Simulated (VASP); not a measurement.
# A VASP study of LaBRh3 (rev-vdW-DF2): structure first, properties next, part 3 of 5

What structure does LaBRh3 take at this level, and what are its properties? The start is a cell from a database of measured crystal structures.

VASP 6.6.1; rev-vdW-DF2; plane waves and PAW (La, B, Rh_pv).

Still holding for the runs below: This run has no spin polarisation. Its electron count is odd, so without a moment it is a metal by construction.

So far. Step 4 (Band structure (rev-vdW-DF2)): There is no gap at this level. Step 5 (Density of states (rev-vdW-DF2)): The finer mesh and the other smearing move the Fermi level by -0.05 eV from the 5×5×5 run, one measure of the sampling error in the zero of the bands above. Of the states within 0.3 eV of the Fermi level, the largest shares in the PAW spheres are Rh d 84 %. The rest lies in smaller channels or between the spheres.

## 6. Zone-centre phonons (rev-vdW-DF2)

Zone-centre modes test whether the atoms sit at a minimum within this cell. IBRION = 6 takes the force constants from differences of forces between displaced cells, so the forces must be tight.

INCAR

```
SYSTEM = LaBRh3
PREC = Accurate
ENCUT = 420
EDIFF = 1E-08
NELM = 100
ISMEAR = 1
SIGMA = 0.2
LREAL = .FALSE.
ALGO = Normal
GGA = MK
AGGAC = 0
LUSE_VDW = .TRUE.
PARAM1 = 0.1234
PARAM2 = 0.711357
ZAB_VDW = -1.8867
LASPH = .TRUE.
NBANDS = 36
LORBIT = 11
LWAVE = .FALSE.
LCHARG = .FALSE.
KPAR = 4
IBRION = 6
NFREE = 2
POTIM = 0.015
ISIF = 2
NSW = 1
```

POSCAR

```
LaBRh3
1.0
    4.2525043105      0.0000000000      0.0000000000
    0.0000000000      4.2525043105      0.0000000000
    0.0000000000      0.0000000000      4.2525043105
La B Rh
1 1 3
Direct
    0.0000000000      0.0000000000      0.0000000000
    0.5000000000      0.5000000000      0.5000000000
    0.0000000000      0.5000000000      0.5000000000
    0.5000000000      0.0000000000      0.5000000000
    0.5000000000      0.5000000000      0.0000000000
```

KPOINTS

```
Automatic mesh
0
Gamma
7 7 7
0 0 0
```

PAW data sets: La, B and Rh_pv (PBE family, release 64).

The run is started by

```console
> mpirun -np 4 vasp_std
```

Output:

```text
[... set-up lines as in an earlier step ...]
 entering main loop
       N       E                     dE             d eps       ncg     rms          rms(c)
DAV:   1     0.568811788204E+03    0.56881E+03   -0.28651E+04  2024   0.214E+03
DAV:   2     0.473616649080E+02   -0.52145E+03   -0.50027E+03  1512   0.489E+02
DAV:   3    -0.222006733639E+02   -0.69562E+02   -0.65134E+02  2052   0.144E+02
DAV:   4    -0.285167156629E+02   -0.63160E+01   -0.61978E+01  2584   0.493E+01
DAV:   5    -0.288124395520E+02   -0.29572E+00   -0.28979E+00  2152   0.696E+00    0.205E+01
DAV:   6    -0.269909891909E+02    0.18215E+01   -0.44810E+01  2080   0.417E+01    0.811E+00
DAV:   7    -0.258980647093E+02    0.10929E+01   -0.90574E+00  2248   0.219E+01    0.432E+00
DAV:   8    -0.258908983758E+02    0.71663E-02   -0.53134E-01  2448   0.449E+00    0.159E+00
DAV:   9    -0.258820587752E+02    0.88396E-02   -0.73326E-02  2188   0.195E+00    0.490E-01
DAV:  10    -0.258834556326E+02   -0.13969E-02   -0.60304E-03  2096   0.522E-01    0.131E-01
DAV:  11    -0.258837691972E+02   -0.31356E-03   -0.13787E-03  2424   0.265E-01    0.642E-02
DAV:  12    -0.258837875694E+02   -0.18372E-04   -0.12916E-04  2356   0.604E-02    0.338E-02
DAV:  13    -0.258837831227E+02    0.44467E-05   -0.11290E-04  2216   0.863E-02    0.993E-03
DAV:  14    -0.258837801412E+02    0.29816E-05   -0.14149E-05  2192   0.288E-02    0.157E-03
DAV:  15    -0.258837802168E+02   -0.75604E-07   -0.74266E-07  2040   0.434E-03    0.686E-04
DAV:  16    -0.258837801811E+02    0.35674E-07   -0.76647E-08  1944   0.172E-03    0.286E-04
DAV:  17    -0.258837801901E+02   -0.90367E-08   -0.21728E-08  1560   0.134E-03
   1 F= -.25883780E+02 E0= -.25877453E+02  d E =-.189807E-01
 Found     4 degrees of freedom:
 Finite differences POTIM= 0.01500 DOF=   4
 bond charge predicted
       N       E                     dE             d eps       ncg     rms          rms(c)
DAV:   1    -0.258803084677E+02    0.34717E-02   -0.45940E-01  3872   0.333E+00    0.156E-01
DAV:   2    -0.258828382811E+02   -0.25298E-02   -0.28718E-02  3692   0.811E-01    0.761E-02
DAV:   3    -0.258829288632E+02   -0.90582E-04   -0.11039E-03  5032   0.172E-01    0.534E-02
DAV:   4    -0.258829521486E+02   -0.23285E-04   -0.14542E-04  3812   0.681E-02    0.209E-02
DAV:   5    -0.258829600991E+02   -0.79505E-05   -0.55289E-05  4696   0.561E-02    0.145E-02
DAV:   6    -0.258829622216E+02   -0.21225E-05   -0.94980E-06  3748   0.293E-02    0.811E-03
DAV:   7    -0.258829640484E+02   -0.18268E-05   -0.52276E-06  4360   0.151E-02    0.216E-03
DAV:   8    -0.258829640070E+02    0.41367E-07   -0.50596E-07  4648   0.484E-03    0.135E-03
DAV:   9    -0.258829640166E+02   -0.95624E-08   -0.51378E-08  3216   0.185E-03
   2 F= -.25882964E+02 E0= -.25876637E+02  d E =-.189818E-01
[...]
3 F= -.25882964E+02 E0= -.25876637E+02  d E =-.189820E-01
[...]
4 F= -.25882904E+02 E0= -.25876579E+02  d E =-.189767E-01
[...]
5 F= -.25882904E+02 E0= -.25876579E+02  d E =-.189766E-01
[...]
6 F= -.25882373E+02 E0= -.25876051E+02  d E =-.189688E-01
[...]
7 F= -.25882373E+02 E0= -.25876051E+02  d E =-.189688E-01
[...]
8 F= -.25883134E+02 E0= -.25876813E+02  d E =-.189628E-01
 Finite differences progress:
  Degree of freedom:   4/  4
  Displacement:        1/  2
  Total:               7/  8
 bond charge predicted
       N       E                     dE             d eps       ncg     rms          rms(c)
DAV:   1    -0.258273388196E+02    0.55795E-01   -0.45484E+00  5752   0.263E+01    0.397E-01
DAV:   2    -0.258828890819E+02   -0.55550E-01   -0.56321E-01  6636   0.608E+00    0.237E-01
DAV:   3    -0.258834492201E+02   -0.56014E-03   -0.10895E-02  6768   0.676E-01    0.162E-01
DAV:   4    -0.258833515865E+02    0.97634E-04   -0.92122E-04  7260   0.303E-01    0.132E-01
DAV:   5    -0.258831343352E+02    0.21725E-03   -0.62943E-04  5856   0.255E-01    0.305E-02
DAV:   6    -0.258831344367E+02   -0.10147E-06   -0.93181E-05  7840   0.882E-02    0.106E-02
DAV:   7    -0.258831334543E+02    0.98243E-06   -0.94822E-06  6552   0.218E-02    0.557E-03
DAV:   8    -0.258831337039E+02   -0.24965E-06   -0.16448E-06  7064   0.925E-03    0.212E-03
DAV:   9    -0.258831337406E+02   -0.36684E-07   -0.39301E-07  6608   0.553E-03    0.155E-03
DAV:  10    -0.258831337309E+02    0.96934E-08   -0.12853E-07  5812   0.415E-03    0.864E-04
DAV:  11    -0.258831337325E+02   -0.16316E-08   -0.40093E-08  4840   0.236E-03
   9 F= -.25883134E+02 E0= -.25876813E+02  d E =-.189627E-01
 Finite differences progress:
  Degree of freedom:   4/  4
  Displacement:        2/  2
  Total:               8/  8
```

Elapsed: 9 min, on 4 MPI ranks of AMD EPYC 7R43, shared host; peak memory 1.8 GiB; 36 min of CPU time.

From OUTCAR (step 6):

```text
   k-points           NKPTS =     20   k-points in BZ     NKDIM =     20   number of bands    NBANDS=     36

   NELECT =      59.0000    total number of electrons

 E-fermi :  10.1906

 k-point     1 :       0.0000    0.0000    0.0000
  band No.  band energies     occupation
    ...
     24       8.9853      2.00000
     25       8.9880      2.00000
     26       9.6791      2.00178
     27       9.6808      2.00185
     28       9.6832      2.00196
     29      10.3920     -0.05165
     30      10.4278     -0.07042
     31      10.4281     -0.07047
     32      10.4297     -0.07064
     33      13.5462     -0.00000
    ...

Total vdW correction in eV:      7.5687980

  Total        0.0927921      0.0962076      0.0938493      0.0000000      0.0000000      0.0000000
  in kB        1.9332469      2.0044068      1.9552725      0.0000000      0.0000000      0.0000000
  external PRESSURE =       1.9643088 kB  Pullay stress =       0.0000000 kB

 POSITION                                       TOTAL-FORCE (eV/Angst)
 -----------------------------------------------------------------------------------
      0.00000      0.00000      0.00000         0.000000     -0.052042      0.000000
      2.12625      2.12625      2.12625         0.000000      0.009551      0.000000
      0.00000      2.11125      2.12625         0.000000      0.086348      0.000000
      2.12625      0.00000      2.12625         0.000000     -0.026810      0.000000
      2.12625      2.12625      0.00000         0.000000     -0.017047      0.000000
 -----------------------------------------------------------------------------------
    total drift:                                0.000000     -0.000065     -0.000005

  FREE ENERGIE OF THE ION-ELECTRON SYSTEM (eV)
  ---------------------------------------------------
  free  energy   TOTEN  =       -25.8831337325 eV

  energy  without entropy=      -25.8641709965  energy(sigma->0) =      -25.87681282

Total vdW correction in eV:      7.5687968

 Eigenvectors and eigenvalues of the dynamical matrix
 ----------------------------------------------------

   1 f  =   14.157762 THz    88.955845 2PiTHz  472.252120 cm-1    58.551774 meV
             X         Y         Z           dx          dy          dz
      0.000000  0.000000  0.000000     0.000000   -0.000000   -0.011911
      2.126252  2.126252  2.126252    -0.000000    0.000000    0.935271
      0.000000  2.126252  2.126252     0.000000   -0.000000    0.031195
      2.126252  0.000000  2.126252     0.000000   -0.000000    0.031195
      2.126252  2.126252  0.000000    -0.000000    0.000000   -0.350970

   2 f  =   14.157762 THz    88.955845 2PiTHz  472.252120 cm-1    58.551774 meV
             X         Y         Z           dx          dy          dz
      0.000000  0.000000  0.000000     0.011911    0.000040    0.000000
      2.126252  2.126252  2.126252    -0.935266   -0.003108   -0.000000
      0.000000  2.126252  2.126252     0.350969   -0.000104   -0.000000
      2.126252  0.000000  2.126252    -0.031195    0.001166    0.000000
      2.126252  2.126252  0.000000    -0.031195   -0.000104   -0.000000

   3 f  =   14.157762 THz    88.955845 2PiTHz  472.252120 cm-1    58.551774 meV
             X         Y         Z           dx          dy          dz
      0.000000  0.000000  0.000000    -0.000040    0.011911    0.000000
      2.126252  2.126252  2.126252     0.003108   -0.935266    0.000000
      0.000000  2.126252  2.126252    -0.001166   -0.031195    0.000000
      2.126252  0.000000  2.126252     0.000104    0.350969    0.000000
      2.126252  2.126252  0.000000     0.000104   -0.031195   -0.000000

   4 f  =    4.672732 THz    29.359642 2PiTHz  155.865569 cm-1    19.324859 meV
             X         Y         Z           dx          dy          dz
      0.000000  0.000000  0.000000    -0.045928   -0.000143    0.733943
      2.126252  2.126252  2.126252    -0.004105   -0.000013    0.065596
      0.000000  2.126252  2.126252    -0.004110    0.000092   -0.473714
[...]
X         Y         Z           dx          dy          dz
      0.000000  0.000000  0.000000    -0.000000   -0.000000   -0.000000
      2.126252  2.126252  2.126252     0.000000    0.000000    0.000000
      0.000000  2.126252  2.126252     0.000000   -0.263647    0.307176
      2.126252  0.000000  2.126252     0.579770    0.000000   -0.307176
      2.126252  2.126252  0.000000    -0.579770    0.263647    0.000000

   9 f  =    4.046792 THz    25.426747 2PiTHz  134.986465 cm-1    16.736181 meV
             X         Y         Z           dx          dy          dz
      0.000000  0.000000  0.000000    -0.000000    0.000000    0.000000
      2.126252  2.126252  2.126252     0.000000    0.000000    0.000000
      0.000000  2.126252  2.126252     0.000000    0.232048    0.628098
      2.126252  0.000000  2.126252    -0.227258    0.000000   -0.628098
      2.126252  2.126252  0.000000     0.227258   -0.232048    0.000000

  10 f  =    2.751745 THz    17.289725 2PiTHz   91.788340 cm-1    11.380299 meV
             X         Y         Z           dx          dy          dz
      0.000000  0.000000  0.000000     0.079943    0.377130   -0.019726
      2.126252  2.126252  2.126252    -0.064927   -0.306292    0.016021
      0.000000  2.126252  2.126252    -0.167586    0.216135   -0.011305
      2.126252  0.000000  2.126252     0.045816   -0.790588   -0.011305
      2.126252  2.126252  0.000000     0.045816    0.216135    0.041352

  11 f  =    2.751745 THz    17.289725 2PiTHz   91.788340 cm-1    11.380299 meV
             X         Y         Z           dx          dy          dz
      0.000000  0.000000  0.000000     0.377626   -0.080034    0.000273
      2.126252  2.126252  2.126252    -0.306695    0.065001   -0.000222
      0.000000  2.126252  2.126252    -0.791628   -0.045868    0.000157
      2.126252  0.000000  2.126252     0.216419    0.167777    0.000157
      2.126252  2.126252  0.000000     0.216419   -0.045868   -0.000573

  12 f  =    2.751745 THz    17.289725 2PiTHz   91.788340 cm-1    11.380299 meV
             X         Y         Z           dx          dy          dz
      0.000000  0.000000  0.000000     0.003823    0.019354    0.385510
      2.126252  2.126252  2.126252    -0.003105   -0.015718   -0.313097
      0.000000  2.126252  2.126252    -0.008014    0.011092    0.220937
      2.126252  0.000000  2.126252     0.002191   -0.040572    0.220937
      2.126252  2.126252  0.000000     0.002191    0.011092   -0.808155

  13 f/i=    0.031555 THz     0.198266 2PiTHz    1.052563 cm-1     0.130501 meV
             X         Y         Z           dx          dy          dz
      0.000000  0.000000  0.000000     0.002174   -0.008812    0.556764
      2.126252  2.126252  2.126252     0.000588   -0.002382    0.150519
      0.000000  2.126252  2.126252     0.001821   -0.007503    0.474070
      2.126252  0.000000  2.126252     0.001851   -0.007383    0.474070
      2.126252  2.126252  0.000000     0.001851   -0.007503    0.466483

  14 f/i=    0.031555 THz     0.198266 2PiTHz    1.052563 cm-1     0.130501 meV
             X         Y         Z           dx          dy          dz
      0.000000  0.000000  0.000000    -0.142757    0.538152    0.009075
      2.126252  2.126252  2.126252    -0.038594    0.145487    0.002453
      0.000000  2.126252  2.126252    -0.119608    0.458222    0.007727
      2.126252  0.000000  2.126252    -0.121554    0.450888    0.007727
      2.126252  2.126252  0.000000    -0.121554    0.458222    0.007603

  15 f/i=    0.031555 THz     0.198266 2PiTHz    1.052563 cm-1     0.130501 meV
             X         Y         Z           dx          dy          dz
      0.000000  0.000000  0.000000    -0.538224   -0.142773   -0.000158
      2.126252  2.126252  2.126252    -0.145507   -0.038598   -0.000043
      0.000000  2.126252  2.126252    -0.450949   -0.121568   -0.000135
      2.126252  0.000000  2.126252    -0.458283   -0.119622   -0.000135
      2.126252  2.126252  0.000000    -0.458283   -0.121568   -0.000133

 ELASTIC MODULI CONTR FROM IONIC RELAXATION (kBar)
 Direction    XX          YY          ZZ          XY          YZ          ZX
 --------------------------------------------------------------------------------
 XX           0.0000      0.0000      0.0000      0.0000      0.0000      0.0000
 YY           0.0000      0.0000      0.0000      0.0000      0.0000      0.0000
 ZZ           0.0000      0.0000      0.0000      0.0000      0.0000      0.0000
 XY           0.0000      0.0000      0.0000      0.0000      0.0000      0.0000
 YZ           0.0000      0.0000      0.0000      0.0000      0.0000      0.0000
 ZX           0.0000      0.0000      0.0000      0.0000      0.0000      0.0000
 --------------------------------------------------------------------------------

[... 7 parts as in an earlier step ...]

[... 9 further parts left out ...]
```

The last energy, forces, stress and levels in OUTCAR belong to the last displaced cell, not to the cell of POSCAR.

This step gave:

| Item | Value |
| --- | --- |
| bands | 36 |
| pressure of the cell | 0.1930 GPa |
| largest force of the cell | 0 eV/Å |

Modes at Γ, with each element's share of the kinetic energy:

```csv
mode,frequency (cm⁻¹),symmetry,La %,B %,Rh %
1,-1.1,acoustic,31,2,67
2,-1.1,acoustic,31,2,67
3,-1.1,acoustic,31,2,67
4,91.8,T1u,15,10,75
5,91.8,T1u,15,10,75
6,91.8,T1u,15,10,75
7,135.0,T2u,0,0,100
8,135.0,T2u,0,0,100
9,135.0,T2u,0,0,100
10,155.9,T1u,54,0,45
11,155.9,T1u,54,0,45
12,155.9,T1u,54,0,45
13,472.3,T1u,0,87,13
14,472.3,T1u,0,87,13
15,472.3,T1u,0,87,13
```

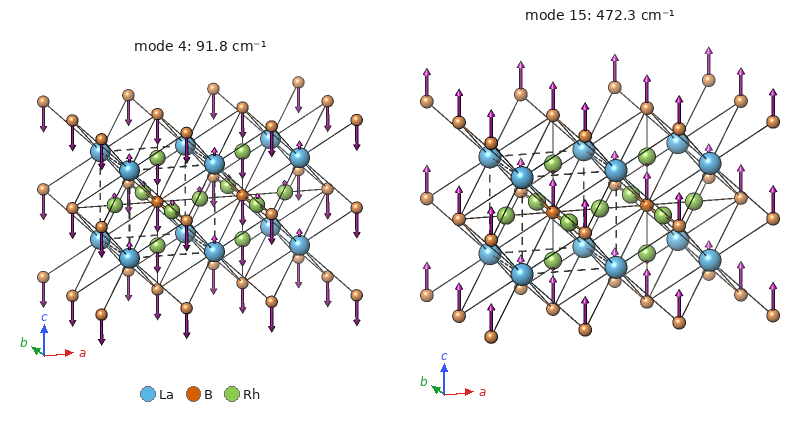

Displacement patterns of modes 4 and 15 at Γ; arrows are exaggerated. 2×1×1 cells are drawn. Some periodic images of atoms are drawn too.

The three acoustic modes lie within 1.1 cm⁻¹ of zero, and all others are real. By the characters of their eigenvectors the optical modes sort into (cm⁻¹) infrared active: T1u 92, T1u 156, T1u 472; silent: T2u 135.

## 7. Volume scan with rev-vdW-DF2

An equation of state needs energies on both sides of the minimum, all on one mesh and cutoff.

Edit INCAR of step 6 so:

```diff
@@ -3,3 +3,3 @@
 ENCUT = 420
-EDIFF = 1E-08
+EDIFF = 1E-06
 NELM = 100
@@ -21,6 +21,2 @@
 KPAR = 4
-IBRION = 6
-NFREE = 2
-POTIM = 0.015
 ISIF = 2
-NSW = 1
```

Edit POSCAR of step 6 so:

```diff
@@ -2,5 +2,5 @@
 1.0
-    4.2525043105      0.0000000000      0.0000000000
-    0.0000000000      4.2525043105      0.0000000000
-    0.0000000000      0.0000000000      4.2525043105
+    4.1656941498      0.0000000000      0.0000000000
+    0.0000000000      4.1656941498      0.0000000000
+    0.0000000000      0.0000000000      4.1656941498
 La B Rh
```

KPOINTS

```
Automatic mesh
0
Gamma
5 5 5
0 0 0
```

The run is started by

```console
> mpirun -np 4 vasp_std
```

Output:

```text
[... set-up lines as in an earlier step ...]
 entering main loop
       N       E                     dE             d eps       ncg     rms          rms(c)
DAV:   1     0.592413312353E+03    0.59241E+03   -0.28379E+04  1000   0.213E+03
DAV:   2     0.538203885057E+02   -0.53859E+03   -0.51685E+03   736   0.503E+02
DAV:   3    -0.221352579227E+02   -0.75956E+02   -0.70693E+02   976   0.149E+02
DAV:   4    -0.286267167386E+02   -0.64915E+01   -0.63674E+01  1320   0.533E+01
DAV:   5    -0.288246746809E+02   -0.19796E+00   -0.19632E+00  1040   0.632E+00    0.234E+01
DAV:   6    -0.266913766385E+02    0.21333E+01   -0.43823E+01  1032   0.433E+01    0.785E+00
DAV:   7    -0.257128920596E+02    0.97848E+00   -0.84224E+00  1148   0.227E+01    0.512E+00
DAV:   8    -0.257258765407E+02   -0.12984E-01   -0.74757E-01  1168   0.547E+00    0.189E+00
DAV:   9    -0.256971240821E+02    0.28752E-01   -0.20756E-01  1140   0.351E+00    0.616E-01
DAV:  10    -0.256985692265E+02   -0.14451E-02   -0.10927E-02  1084   0.762E-01    0.144E-01
DAV:  11    -0.256989289964E+02   -0.35977E-03   -0.18851E-03  1240   0.321E-01    0.755E-02
DAV:  12    -0.256990174523E+02   -0.88456E-04   -0.29716E-04  1224   0.841E-02    0.444E-02
DAV:  13    -0.256990167916E+02    0.66076E-06   -0.29063E-04  1088   0.134E-01    0.191E-02
DAV:  14    -0.256990090478E+02    0.77437E-05   -0.32151E-05   992   0.457E-02    0.399E-03
DAV:  15    -0.256990090242E+02    0.23645E-07   -0.19752E-06   696   0.107E-02
   1 F= -.25699009E+02 E0= -.25700225E+02  d E =0.364740E-02
```

Elapsed: 48 s, on 4 MPI ranks; peak memory 1.2 GiB.

From OUTCAR (step 7):

```text
   ENCUT  =  420.0 eV  30.87 Ry    5.56 a.u.   6.96  6.96  6.96*2*pi/ulx,y,z

   NELECT =      59.0000    total number of electrons

 E-fermi :  11.1761

 k-point     1 :       0.0000    0.0000    0.0000
  band No.  band energies     occupation
    ...
     24       9.8477      2.00000
     25       9.8477      2.00000
     26      10.5554      2.00010
     27      10.5554      2.00010
     28      10.5554      2.00010
     29      11.3778     -0.05206
     30      11.4362     -0.06931
     31      11.4362     -0.06931
     32      11.4362     -0.06931
     33      14.6038     -0.00000
    ...

Total vdW correction in eV:      7.3636356

  Total        5.6384370      5.6384370      5.6384370      0.0000000     -0.0000000      0.0000000
  in kB      124.9704035    124.9704035    124.9704035      0.0000000     -0.0000000      0.0000000
  external PRESSURE =     124.9704035 kB  Pullay stress =       0.0000000 kB

 POSITION                                       TOTAL-FORCE (eV/Angst)
 -----------------------------------------------------------------------------------
      0.00000      0.00000      0.00000         0.000000      0.000000      0.000000
      2.08285      2.08285      2.08285         0.000000      0.000000      0.000000
      0.00000      2.08285      2.08285         0.000000      0.000000      0.000000
      2.08285      0.00000      2.08285         0.000000      0.000000      0.000000
      2.08285      2.08285      0.00000         0.000000      0.000000      0.000000
 -----------------------------------------------------------------------------------
    total drift:                                0.000000      0.000000      0.000000

  FREE ENERGIE OF THE ION-ELECTRON SYSTEM (eV)
  ---------------------------------------------------
  free  energy   TOTEN  =       -25.6990090242 eV

  energy  without entropy=      -25.7026564267  energy(sigma->0) =      -25.70022483

Total vdW correction in eV:      7.3636502

[... 4 parts as in an earlier step ...]

[... 12 further parts left out ...]
```

The scan keeps the cell's shape and the fractional positions fixed.

This step gave:

```yaml
scf_cycles: 15
irreducible_k_points: 10
free_energy_toten: -25.70 eV
energy_at_zero_smearing: -25.70 eV
fermi_energy: 11.18 eV
pressure: 12.50 GPa
```

The pressure here is 12.50 GPa.

[end of part 3 of 5]

[Lines on the potential files, build, host, timing and source positions are cut from VASP's logs without a mark.]

[Logs are printed without paths, hosts, clocks, repeated set-up lines and the standing remarks that a program may print on its own settings, such as how far it seeks lower states.]

[Hosts, paths, dates, database ids (printed as entryN), source tags and the programs' standing remarks are cut or masked in the printed files.]

[A measured line is paired with the nearest computed mode of its activity, which favours agreement.]
